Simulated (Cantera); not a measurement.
Feed: 1 mol C₂H₆, 4 mol CO₂, 8.5 mol N₂, 0.033 mol H₂O, held at 82.5 Torr.

Cantera equilibrium calculation (NASA polynomials, part measured and part estimated; ideal gas, pure solids and liquids). Candidate condensed phases: C, C₆H₆, C₇H₈, C₈H₁₈, H₂O; 136 gas species. Kinetics and transport are ignored.

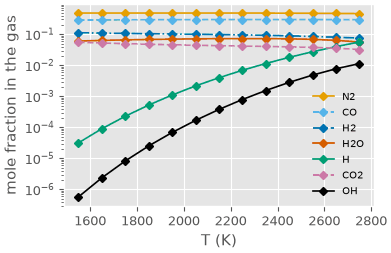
*Equilibrium gas composition (values under 1e-9 drawn at 1e-9)*

From 1550 K to 2750 K nothing is condensed. The main C-bearing gas is CO throughout.
